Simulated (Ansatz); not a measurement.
# AgB (built on the sites of a database entry of InAg): a soft mode frozen in

Wanted: the energy along a soft mode of AgB (built on the sites of a database entry of InAg) and the structure at the end.

Method: DFT PBEsol, scalar-relativistic, plane waves, PAW, in Ansatz 0.2.0.

The structure was built from a prototype and need not be the compound's stable phase.

## (1) The structure

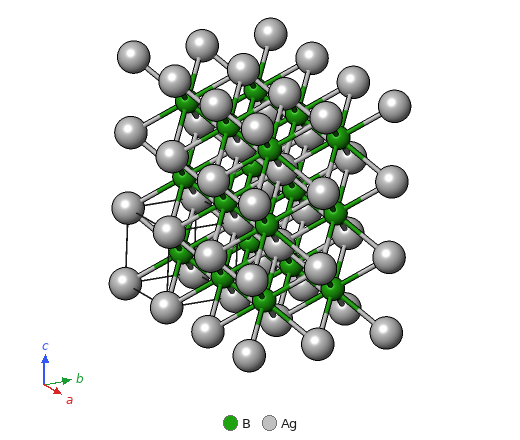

Start, viewed slightly off an axis; boron green, silver light grey. 3×2×3 cells are drawn. Some periodic images of atoms are drawn too.

Coordinates:

```cif
data_structure
_symmetry_space_group_name_H-M 'Pm-3m'
_symmetry_Int_Tables_number 221
_cell_length_a 2.8609
_cell_length_b 2.8609
_cell_length_c 2.8609
_cell_angle_alpha 90.000
_cell_angle_beta 90.000
_cell_angle_gamma 90.000
_cell_volume 23.42
loop_
_atom_site_label
_atom_site_type_symbol
_atom_site_symmetry_multiplicity
_atom_site_Wyckoff_symbol
_atom_site_fract_x
_atom_site_fract_y
_atom_site_fract_z
_atom_site_occupancy
B1 B 1 b 0.50000 0.50000 0.50000 1
Ag1 Ag 1 a 0.00000 0.00000 0.00000 1
```

## (2) Phonons on a q mesh

The cell comes from relaxations at this level that are not shown. Stability and thermal properties need the whole zone. Linear response on a 4×4×4 q mesh gives force constants as far as a supercell of that size would.

File input.yaml:

```yaml
crystal:
  lattice:
    - [2.8609203463, 0.0, 0.0]
    - [0.0, 2.8609203463, 0.0]
    - [0.0, 0.0, 2.8609203463]
  atoms:
    - { symbol: B, position: [0.5, 0.5, 0.5] }
    - { symbol: Ag, position: [0.0, 0.0, 0.0] }
kpoints:
  mp_grid: { grid: [16, 16, 16] }
hamiltonian:
  xc: pbesol
scf:
  occupations: { method: methfessel_paxton, width: 0.2 }
output:
  eigenvalues: true
phonons:
  method: dfpt
  qmesh: [4, 4, 4]
  temperatures: { t_max: 1000, t_step: 50 }
  qpath:
    path:
      - [[0.0, 0.0, 0.0], [0.0, 0.5, 0.0], [0.5, 0.5, 0.0], [0.0, 0.0, 0.0], [0.5, 0.5, 0.5], [0.0, 0.5, 0.0]]
      - [[0.5, 0.5, 0.5], [0.5, 0.5, 0.0]]
    npoints: 10
```

Launch:

```
> ansatz run input.yaml --threads 4 --pin off --max-ram 7168MiB --backend cpu --events-out ev --progress --plain --runs-dir out
```

Numbers of over 12 decimals in the logs are rounded to 6 here.

Log:

```text
Engine: ansatz 0.2.0, aarch64-unknown-linux-gnu
Pseudopotentials: kind: paw
Pseudopotential: B, paw, valence charge 3, recommended cutoff 420 eV (normal), B.paw.azcp
Pseudopotential: Ag, paw, valence charge 19, recommended cutoff 420 eV (normal), Ag.paw.azcp
Functional definition: PBEsol
  exchange = pbesol_x
  correlation = pbesol_c
Crystal: 2 atoms, lattice volume = 23.416 Å³
Basis set: ecut = 420 eV, 461 PW (Γ), exchange–correlation on 40×40×40 points (8 copies of the dense FFT grid, shifted against one another)
Bands: 15, of which v1, the nominal top of the filled ones, is band 11 counted from 1 (10 counted from 0)
Symmetry: 48 space group operations
k-points: 165 of 4096
Non-local potential: B, projectors of the file, l = 0: 2, l = 1: 2, l = 2: 1
Non-local potential: Ag, projectors of the file, l = 0: 3, l = 1: 2, l = 2: 2, l = 3: 1
PAW form: soft (Blöchl's): semilocal exchange-correlation on the pseudo side does not see the compensation charge
PAW frozen core: B, regenerated for the run's functional, and the local potential with it (the file was generated under x = pbe(κ = 0.804, μ = 0.219515), c = pbe(β = 0.066725))
PAW frozen core: Ag, regenerated for the run's functional, and the local potential with it (the file was generated under x = pbe(κ = 0.804, μ = 0.219515), c = pbe(β = 0.066725))
PAW one-centre angular grid: B, 110 points (default); XC on 64 Gauss nodes
PAW one-centre angular grid: Ag, 590 points (default); XC on 64 Gauss nodes
Initial density: superposition of atomic densities (neutral atoms: chi_scale 0, normalization atom), corrected by the library's trained network
Initial wavefunctions: pseudopotential atomic-orbital guess
Functional: x = pbesol(κ = 0.804, μ = 0.123457), c = pbesol(β = 0.046)
SCF iter   1: F=—  HF=-7672.294780 eV  |F-HF|=—  |Δ(HF+E_count)|=         —  Δρ=1.05e-2  dr2=2.07e-2  ethr=1.77e-3  ⟨swp⟩=4.2  Hψ=10748  notcnv=0
preconditioner: auto → none  [metal: Δε(μ)=0.005 eV  Ē_g=11.433 eV  σ=0.200 eV  W_gap=0.02  n_scr=6 (ndim 8)  ℏωp=28.7 eV  f_vac=0.000  D(μ)=0.69/eV (n_scr^D=6)  sad-step TF]
SCF iter   2: F=—  HF=-7672.289754 eV  |F-HF|=—  |Δ(HF+E_count)|=   5.03e-3  S|Δr|=    0.00e0  Δρ=4.76e-3  dr2=4.52e-3  ethr=9.40e-5  ⟨swp⟩=1.0  Hψ=3814  notcnv=0
SCF iter   3: F=—  HF=-7672.288193 eV  |F-HF|=—  |Δ(HF+E_count)|=   1.56e-3  S|Δr|=    0.00e0  Δρ=5.54e-4  dr2=5.43e-5  ethr=2.06e-5  ⟨swp⟩=2.1  Hψ=3557  notcnv=0
SCF iter   4: F=—  HF=-7672.288175 eV  |F-HF|=—  |Δ(HF+E_count)|=   1.72e-5  S|Δr|=    0.00e0  Δρ=5.31e-5  dr2=3.60e-7  ethr=2.47e-7  ⟨swp⟩=2.1  Hψ=3708  notcnv=0
SCF iter   5: F=—  HF=-7672.288166 eV  |F-HF|=—  |Δ(HF+E_count)|=   9.29e-6  S|Δr|=    0.00e0  Δρ=6.54e-6  dr2=7.38e-9  ethr=1.64e-9  ⟨swp⟩=2.8  Hψ=4504  notcnv=0
SCF iter   6: F=—  HF=-7672.288166 eV  |F-HF|=—  |Δ(HF+E_count)|=   1.61e-9  S|Δr|=    0.00e0  Δρ=4.17e-7  dr2=3.06e-11  ethr=3.35e-11  ⟨swp⟩=2.6  Hψ=4240  notcnv=0
SCF iter   7: F=-7672.288166 eV  HF=-7672.288166 eV  |F-HF|=0.00e0  |Δ(HF+E_count)|=  9.09e-12  S|Δr|=    0.00e0  Δρ=2.34e-8  dr2=7.31e-14  ethr=1.00e-12  ⟨swp⟩=5.0  Hψ=9102  notcnv=0
the search or the solves at the SCF's close seem to have found levels that the self-consistency loop had missed (the run counts 1). By its estimate they hold under 1e-12 electrons; where the run keeps them, the occupations were computed again with them
SCF 1 converged in 7 iterations: F = -7672.288166 eV  dr2 = 7.31e-14
  greatest PAW one-centre occupation: 1.001 electrons in one spin orbital (limit 2), on the Ag atom at site 1 (counted from 0), in its partial waves of l = 0
Initial density: read from a saved state, or passed on in memory by an earlier SCF of this step, an earlier step, the calling program or the single point that the run made first
iter 1 solved again at ethr=4.83e-10 eV; its pass at ethr=3.10e-3 eV (dr2=1.06e-7 eV) is discarded
SCF iter   1: F=—  HF=-7672.288166 eV  |F-HF|=—  |Δ(HF+E_count)|=         —  Δρ=1.12e-7  dr2=3.69e-12  ethr=4.83e-10  ⟨swp⟩=4.1  Hψ=19259  notcnv=0
preconditioner: auto → none  [metal: Δε(μ)=0.050 eV  Ē_g=11.459 eV  σ=0.200 eV  W_gap=0.21  n_scr=6 (ndim 8)  ℏωp=28.7 eV  f_vac=0.000  D(μ)=0.69/eV (n_scr^D=6)]
SCF iter   2: F=-7672.288166 eV  HF=-7672.288166 eV  |F-HF|=1.82e-12  |Δ(HF+E_count)|=  4.29e-10  S|Δr|=    0.00e0  Δρ=1.13e-7  dr2=2.99e-12  ethr=1.00e-12  ⟨swp⟩=4.6  Hψ=8740  notcnv=0
SCF 2 converged in 2 iterations: F = -7672.288166 eV  dr2 = 2.99e-12
phonons: the bands overlap, so this run is a metal and interpolates without the dipole-dipole term. If the crystal is really an insulator or semiconductor, its LO-TO splitting is missing
NSCF: frozen V_eff on 165 k-points
NSCF: frozen V_eff on 405 k-points
DFPT response loops at q = (0, 0, 0) (fractional): preconditioner auto → Kerker (q_TF=auto, 2.700 Å⁻¹) (partly filled bands, converged f_vac=0.000); β = 1.00, the filter's whole step (`scf.mixing.beta` (0.50) is not read by the response loops under this deck's `scf.mixing.preconditioner`; to damp them name `kerker` or `kerker_dos`, under which they read `scf.mixing.beta`, and type it under 1.00, their step now; both keys bind the ground state too); Broyden in place of MSR1
NSCF: frozen V_eff on 2592 k-points
DFPT response loops at q = (0, 0, 0.25) (fractional): mixed as the last ones told, above
NSCF: frozen V_eff on 1458 k-points
DFPT response loops at q = (0, 0, -0.5) (fractional): mixed as the last ones told, above
NSCF: frozen V_eff on 4608 k-points
DFPT response loops at q = (0, 0.25, 0.25) (fractional): mixed as the last ones told, above
NSCF: frozen V_eff on 2592 k-points
DFPT response loops at q = (0, 0.25, -0.5) (fractional): mixed as the last ones told, above
NSCF: frozen V_eff on 1458 k-points
DFPT response loops at q = (0, -0.5, -0.5) (fractional): mixed as the last ones told, above
NSCF: frozen V_eff on 4352 k-points
DFPT response loops at q = (0.25, 0.25, 0.25) (fractional): mixed as the last ones told, above
NSCF: frozen V_eff on 4608 k-points
DFPT response loops at q = (0.25, 0.25, -0.5) (fractional): mixed as the last ones told, above
NSCF: frozen V_eff on 2592 k-points
DFPT response loops at q = (0.25, -0.5, -0.5) (fractional): mixed as the last ones told, above
NSCF: frozen V_eff on 810 k-points
DFPT response loops at q = (-0.5, -0.5, -0.5) (fractional): mixed as the last ones told, above
SCF converged after 7 iterations
Stability not checked: this state was not tested for a lower state beside it, because cold or Methfessel-Paxton smearing, or corrected tetrahedra, fill the levels in a way that the test cannot read (fill_not_monotonic; see scf.lower_state_search)
Free energy (F): -7672.288166 eV
Harris-Foulkes:  -7672.288166 eV  (|F-HF|=0.00e0)
Internal energy: -7672.288959 eV  (E = F + TS)
E sigma→0 (E₀):  -7672.288364 eV
Entropy (-TS):   0.000793 eV (0.396 meV/atom)
Fermi energy:    16.745522 eV
--- Per-component energies (eV) ---
  E_band       = -238.220743
  E_kinetic    = 567.595228
  E_local      = -2461.367386  (includes V_loc(G=0)·N_el)
  E_nonlocal   = 94.106166
  E_hartree    = 1121.370692
  E_xc         = -214.504252
  E_vxc        = -271.056520  (∫ρ·V_xc dr)
  E_paw        = -3907.818750  (= ΣΔE_a)
  E_vpaw       = -410.239914  (= ΣTr[D̂ρ^β])
  E_aug_tail   = 0.000283  (compensation charges beyond the density's cutoff)
  E_ewald      = -2872.008389
  E_core_change = 0.337450  (= ΣΔE_core)
  E_smearing   = 0.000793  (= −TS)
  E_closure    = -0.000000  (closes the sum)
  Σ components = -7672.288166   (vs F -7672.288166, Δ=0.00e0)
--- Band table (eV; the first three rows and the last of 165) ---
  k-point 0: bands = [... 7 lower, 11.9683, 11.9683, 11.9683, 18.5087, 18.5087, 18.5087, 25.4615, 29.0173]
  k-point 1: bands = [... 7 lower, 11.9093, 11.9093, 11.9722, 18.2189, 18.6179, 18.6179, 25.5923, 28.9546]
  k-point 2: bands = [... 7 lower, 11.7487, 11.7487, 11.9833, 17.4833, 18.9272, 18.9272, 25.8655, 28.7753]
  k-point 164: bands = [... 7 lower, 12.8393, 12.8393, 14.0991, 19.3069, 19.3069, 19.3069, 20.9071, 20.9071]
--- Phonons (Γ-DFPT): 2 representative perturbations + reference (Σ response iterations 7) ---
  ASR residual: 9.231e-6 → 0.000e0 eV/Å²; symmetrization residual: 8.713e-7 eV/Å²
  ASR residual per site (eV/Å²): 2.43e-7 9.23e-6
  Γ frequencies (cm⁻¹): 0.00 0.00 0.00 187.54 187.54 187.54
--- Phonons (arbitrary-q DFPT): 10 irreducible q on the 4×4×4 mesh ---
  q = [0.0000, 0.0000, 0.0000] (star 1, of the zone-centre solve; hermiticity 1.37e-6, symmetrization 5.04e-12): -0.00 0.00 0.00 187.54 187.54 187.54
  q = [0.0000, 0.0000, 0.2500] (star 6, 4 solved perturbations in 4032 linear systems a pass and spin channel, the states on 1296 of 4096 k-point pairs; hermiticity 2.88e-7, symmetrization 2.19e-12): -12.38 -12.38 119.30 190.29 190.29 217.53
  q = [0.0000, 0.0000, -0.5000] (star 3, 4 solved perturbations in 2268 linear systems a pass and spin channel, the states on 729 of 4096 k-point pairs; hermiticity 4.94e-9, symmetrization 1.28e-9): 40.08 40.08 168.10 187.79 187.79 274.45
  q = [0.0000, 0.2500, 0.2500] (star 12, 4 solved perturbations in 7056 linear systems a pass and spin channel, the states on 2304 of 4096 k-point pairs; hermiticity 2.47e-7, symmetrization 1.57e-13): 42.42 52.28 118.72 206.61 215.66 238.39
  q = [0.0000, 0.2500, -0.5000] (star 12, 6 solved perturbations on 1296 of 4096 k-point pairs; hermiticity 9.76e-8, symmetrization 6.26e-10): 64.52 91.59 113.14 228.33 238.45 239.42
  q = [0.0000, -0.5000, -0.5000] (star 3, 4 solved perturbations in 2268 linear systems a pass and spin channel, the states on 729 of 4096 k-point pairs; hermiticity 1.57e-7, symmetrization 1.25e-11): -54.01 -54.01 67.51 235.90 235.90 250.28
  q = [0.2500, 0.2500, 0.2500] (star 8, 2 solved perturbations on 2176 of 4096 k-point pairs; hermiticity 9.16e-8, symmetrization 7.69e-13): -21.33 -21.33 116.21 195.32 195.32 304.66
  q = [0.2500, 0.2500, -0.5000] (star 12, 4 solved perturbations in 7056 linear systems a pass and spin channel, the states on 2304 of 4096 k-point pairs; hermiticity 6.29e-8, symmetrization 1.98e-9): -49.13 110.50 113.50 156.45 189.89 266.46
  q = [0.2500, -0.5000, -0.5000] (star 6, 4 solved perturbations in 4032 linear systems a pass and spin channel, the states on 1296 of 4096 k-point pairs; hermiticity 1.70e-7, symmetrization 4.39e-9): -112.74 -112.74 117.32 181.85 192.28 192.28
  q = [-0.5000, -0.5000, -0.5000] (star 1, 2 solved perturbations on 405 of 4096 k-point pairs; hermiticity 1.06e-9, symmetrization 5.28e-10): -141.74 -141.74 -141.74 148.66 148.66 148.66
  sum rule: each row above includes the acoustic sum rule's correction from the zone centre's row sums; it moved no ω² by more than (0.15 cm⁻¹)²
  mesh force constants: q→R imaginary residual 2.50e-18; ASR residual 9.231e-6 → 0.000e0 eV/Å²; symmetrization residual 6.217e-15 eV/Å²
  interpolated dispersion: 62 rows × 6 modes
  density of states and harmonic sums: on the 24×24×24 q-mesh, interpolated from the force constants of a 4×4×4 supercell (no non-analytic term)
  largest difference from the sums on the solved wave vectors: F 1.32e-1 eV, S 1.70e-4 and C_V 4.02e-5 eV/K
  zero-point energy: 0.051837 eV/cell   skipped modes (ω ≤ 0): 308, of them read as no rigid motion or as one in doubt: 305 (5.639e-1 modes/cell left out, lowest -141.74 cm⁻¹)   left out of the sums: 9.40e-2 of the cell's modes: C_V's classical limit lies that fraction below 3 k_B per atom; for a crystal, a wire or a layer, F and S can be off by more, and a phonons.interpolated_qmesh denser along its periods is the remedy for the sampling
```

Elapsed: 8.6 min, on 4 threads of Arm Neoverse N1, shared host; peak memory 2 GiB; 33 min of CPU time.

In the SCF lines HF is the Harris–Foulkes energy and dr2 the Hartree energy of the density residual, in eV; the loop may stop once dr2 is under the threshold and the program's other checks hold. Hψ counts applications of the Hamiltonian.

This step gave:

```
volume per atom                                         : 11.71 Å³
gap on the k-mesh                                       : 0 eV
sum-rule residual before enforcement                    : 9.23e-6 eV/Å²
lowest frequency on the path                            : -141.7 cm⁻¹
point group                                             : m-3m
highest frequency on the path or at a solved wavevector : 304.7 cm⁻¹
highest optical mode at the zone centre (no LO-TO term) : 187.5 cm⁻¹
lowest optical zone-centre mode                         : 187.5 cm⁻¹
lowest mode on the q mesh (acoustic modes at Γ apart)   : -141.7 cm⁻¹
```

Frequencies (cm⁻¹) solved at each irreducible wavevector; negative means imaginary. Frequencies by wavevector, by row:

```
q in reciprocal lattice units  star  mode 1  mode 2  mode 3  mode 4  mode 5  mode 6
                        0 0 0     1       0       0       0   187.5   187.5   187.5
                     0 0 0.25     6   -12.4   -12.4   119.3   190.3   190.3   217.5
                     0 0 -0.5     3    40.1    40.1   168.1   187.8   187.8   274.4
                  0 0.25 0.25    12    42.4    52.3   118.7   206.6   215.7   238.4
                  0 0.25 -0.5    12    64.5    91.6   113.1   228.3   238.4   239.4
                  0 -0.5 -0.5     3     -54     -54    67.5   235.9   235.9   250.3
               0.25 0.25 0.25     8   -21.3   -21.3   116.2   195.3   195.3   304.7
               0.25 0.25 -0.5    12   -49.1   110.5   113.5   156.4   189.9   266.5
               0.25 -0.5 -0.5     6  -112.7  -112.7   117.3   181.8   192.3   192.3
               -0.5 -0.5 -0.5     1  -141.7  -141.7  -141.7   148.7   148.7   148.7
```

Interpolated from a 4×4×4 q mesh. The phonon branches at the labelled points (cm⁻¹):

```
    point  branch 1  branch 2  branch 3  branch 4  branch 5  branch 6
        Γ         0         0         0       188       188       188
        X        40        40       168       188       188       274
        M       -54       -54        68       236       236       250
        Γ         0         0         0       188       188       188
        R      -142      -142      -142       149       149       149
        X        40        40       168       188       188       274
jump to R      -142      -142      -142       149       149       149
        M       -54       -54        68       236       236       250
```

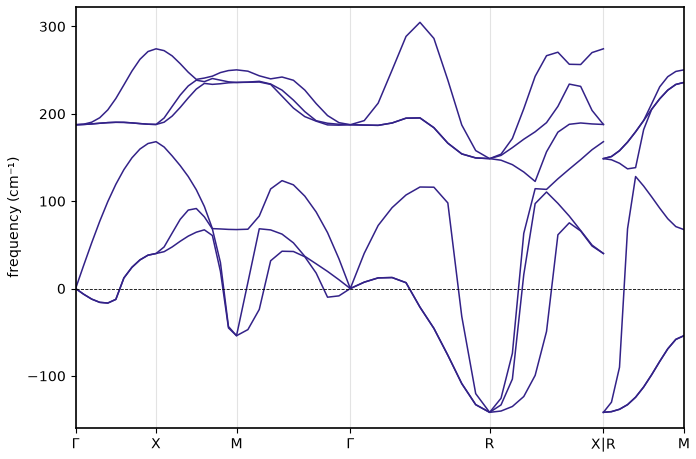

Phonon branches along the path.

Symmetry leaves 10 wavevectors to solve. The lowest mode among them, the acoustic zeros apart, lies at q = (-0.5, -0.5, -0.5) and is imaginary, 141.7i cm⁻¹, so the energy falls along it.

## (3) The mode frozen in, largest atomic shift 0 Å

The mode followed lies at q = (-0.5, -0.5, -0.5) with frequency 141.7i cm⁻¹ and is 3-fold degenerate, the softest among the wavevectors solved. At small amplitude the distorted cell has space group no. 166 by a symmetry search on the positions. The undistorted cell that holds it gives the zero of energy on the same k mesh.

System of this step: AgB (built on the sites of a database entry of InAg). It takes space group Pm-3m (No. 221, cubic). Conventional cell: a = 2.861 Å, b = 2.861 Å, c = 2.861 Å, α = 90.00°, β = 90.00°, γ = 90.00°. B has 8 Ag at 2.48 Å nearest. Nearest to Ag lie 8 B at 2.48 Å. Farther neighbours are not listed.

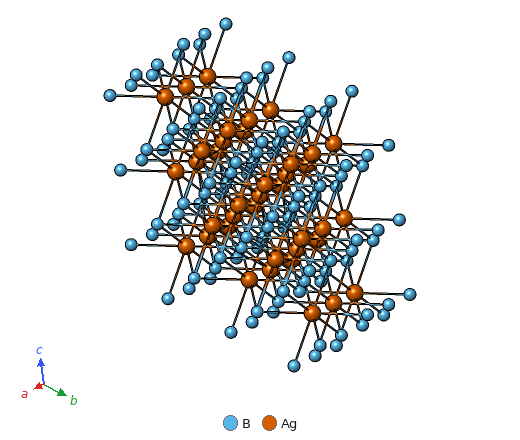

The cell of this step (boron blue, silver orange). 2×2×2 cells are drawn. Some periodic images of atoms are drawn too.

File input.yaml:

```yaml
crystal:
  lattice:
    - [2.8609203463, 2.8609203463, 0.0]
    - [2.8609203463, 0.0, 2.8609203463]
    - [2.8609203463, 0.0, -2.8609203463]
  atoms:
    - { symbol: B, position: [0.5, 0.25, 0.75] }
    - { symbol: B, position: [0.5, 0.75, 0.25] }
    - { symbol: Ag, position: [0.0, 0.0, 1.0] }
    - { symbol: Ag, position: [0.0, 0.5, 0.5] }
kpoints:
  mp_grid: { grid: [14, 14, 14] }
hamiltonian:
  xc: pbesol
scf:
  occupations: { method: methfessel_paxton, width: 0.2 }
output:
  forces: true
  stress: true
  eigenvalues: true
```

Log:

```text
[...]
Crystal: 4 atoms, lattice volume = 46.832 Å³
Basis set: ecut = 420 eV, 941 PW (Γ), exchange–correlation on 60×60×60 points (8 copies of the dense FFT grid, shifted against one another)
Bands: 27, of which v1, the nominal top of the filled ones, is band 22 counted from 1 (21 counted from 0)
Symmetry: 96 space group operations
[...]
k-points: 104 of 2744
[...]
k-point 0: bands = [... 18 lower, 12.8384, 14.1012, 18.5105, 18.5105, 18.5105, 19.3081, 19.3081, 19.3081, ... 1 higher]
  k-point 1: bands = [... 18 lower, 12.7752, 14.2101, 18.4759, 18.4771, 18.4771, 18.4975, 19.0735, 19.0735, ... 1 higher]
  k-point 2: bands = [... 18 lower, 12.5946, 14.4928, 17.1346, 18.3831, 18.3831, 18.4593, 18.6710, 18.6710, ... 1 higher]
  k-point 103: bands = [... 18 lower, 11.7255, 11.8316, 13.7798, 13.8638, 18.2062, 19.2419, 21.1045, 21.3108, ... 1 higher]
[key lines of the parts left out:]
SCF converged after 6 iterations
Free energy (F): -15344.575240 eV
Fermi energy:    16.761979 eV
P = ⅓ Tr σ = 0.0812 GPa (0.812 kbar)
```

Wall time 2.9 s (4 threads); peak memory 0.39 GiB; 10 s of CPU time.

Numbers from this step:

- pressure: 0.08116 GPa
- energy from the undistorted cell: 0 meV/atom

The run ends at a pressure of 0.08 GPa.

## (4) The mode frozen in, largest atomic shift 0.14 Å

The atoms are moved along the unstable eigenvector, the largest shift by 0.14 Å, with the cell fixed.

input.yaml, the sections that differ from step 3:

```yaml
crystal:
  lattice:
    - [2.8609203463, 2.8609203463, 0.0]
    - [2.8609203463, 0.0, 2.8609203463]
    - [2.8609203463, 0.0, -2.8609203463]
  atoms:
    - { symbol: B, position: [0.4717471904, 0.2641264048, 0.7358735952] }
    - { symbol: B, position: [0.5282528096, 0.7358735952, 0.2641264048] }
    - { symbol: Ag, position: [0.0, 0.0, 1.0] }
    - { symbol: Ag, position: [0.0, 0.5, 0.5] }
# kpoints, hamiltonian, scf, output: as in step 3
```

Log:

```text
[...]
Crystal: 4 atoms, lattice volume = 46.832 Å³
Basis set: ecut = 420 eV, 941 PW (Γ), exchange–correlation on 60×60×60 points (8 copies of the dense FFT grid, shifted against one another)
Bands: 27, of which v1, the nominal top of the filled ones, is band 22 counted from 1 (21 counted from 0)
Symmetry: 12 space group operations
[...]
k-points: 288 of 2744
[...]
k-point 0: bands = [... 18 lower, 12.8169, 14.1508, 18.0144, 18.4481, 18.4481, 19.2545, 19.2545, 19.4276, ... 1 higher]
  k-point 1: bands = [... 18 lower, 12.7534, 14.2575, 17.8793, 18.2300, 18.3320, 18.8188, 19.1712, 19.2968, ... 1 higher]
  k-point 2: bands = [... 18 lower, 12.5726, 14.5321, 16.9553, 17.9343, 18.0604, 18.5387, 19.0212, 19.1129, ... 1 higher]
  k-point 287: bands = [... 18 lower, 11.1195, 11.8099, 17.4522, 17.6566, 17.6566, 17.7702, 17.9064, 17.9064, ... 1 higher]
[key lines of the parts left out:]
SCF converged after 7 iterations
Free energy (F): -15344.586296 eV
Fermi energy:    16.714767 eV
P = ⅓ Tr σ = 0.6276 GPa (6.276 kbar)
```

Run time: 8.1 s. Hardware: 4 threads; peak memory 0.53 GiB.

This step gave:

```
pressure                         : 0.6276 GPa
energy from the undistorted cell : -2.984 meV/atom
```

The energy, extrapolated to zero smearing, is -2.98 meV/atom against the undistorted cell.

The run ends at a pressure of 0.63 GPa, with forces up to 0.025 eV/Å.

(Part 1 of 3 ends here.)

[Logs are printed without paths, hosts, clocks, repeated set-up lines and the standing remarks that a program may print on its own settings, such as how far it seeks lower states.]

[Hosts, paths, dates, database ids (printed as entryN), source tags and the programs' standing remarks are cut or masked in the printed files.]
